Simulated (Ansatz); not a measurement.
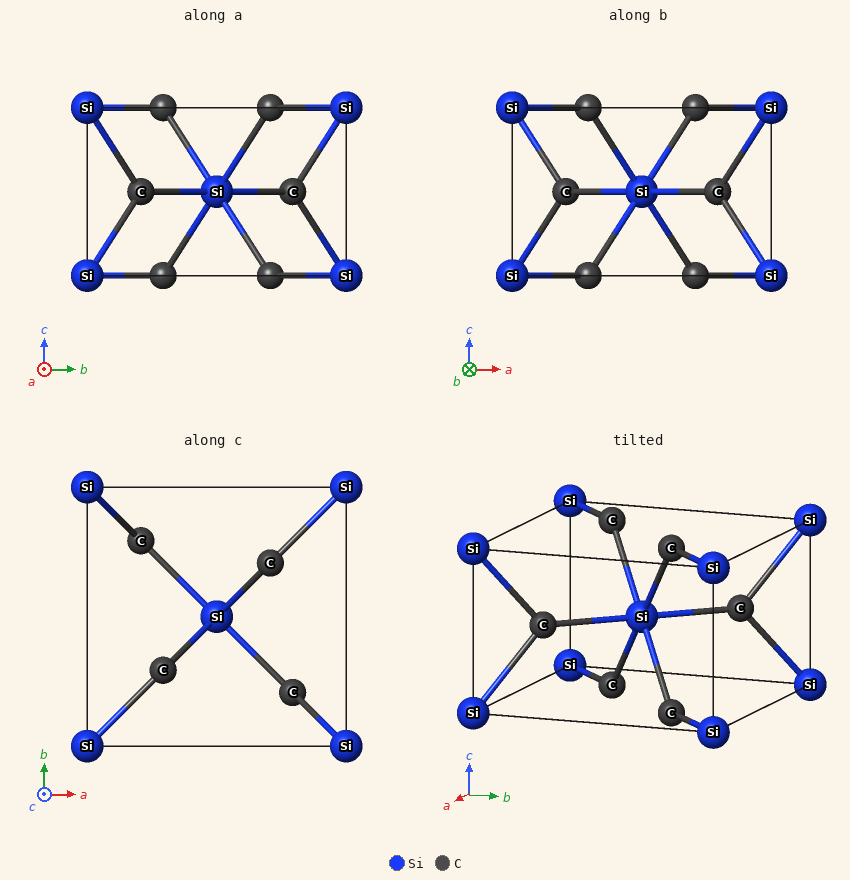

Shown here is a ball-and-stick view of the crystal, taken along the a axis, along the b axis, along the c axis and slightly off an axis. The frame is the conventional unit cell; atoms at its boundary are shown with their periodic copies.

Lattice parameters: a = 4.5452 Å, b = 4.5452 Å, c = 2.9469 Å, α = 90.000°, β = 90.000°, γ = 90.000°.

Transcribe the picture into a CIF in P1 with every atom of the cell, with free fractional coordinates to two decimals.

```cif
data_structure
_symmetry_space_group_name_H-M 'P 1'
_symmetry_Int_Tables_number 1
_cell_length_a 4.5452
_cell_length_b 4.5452
_cell_length_c 2.9469
_cell_angle_alpha 90.000
_cell_angle_beta 90.000
_cell_angle_gamma 90.000
_cell_volume 60.88
loop_
_atom_site_label
_atom_site_type_symbol
_atom_site_fract_x
_atom_site_fract_y
_atom_site_fract_z
_atom_site_occupancy
Si1 Si 0.00 0.00 0.00 1
Si2 Si 0.50 0.50 0.50 1
C1 C 0.29 0.29 0.00 1
C2 C 0.21 0.79 0.50 1
C3 C 0.71 0.71 0.00 1
C4 C 0.79 0.21 0.50 1
```

The starting point was a structure type filled with these elements by a generator (whether the compound takes this form wasn't checked). The geometry was optimised with DFT PBE, scalar-relativistic, plane waves, PAW (Ansatz 0.2.0).
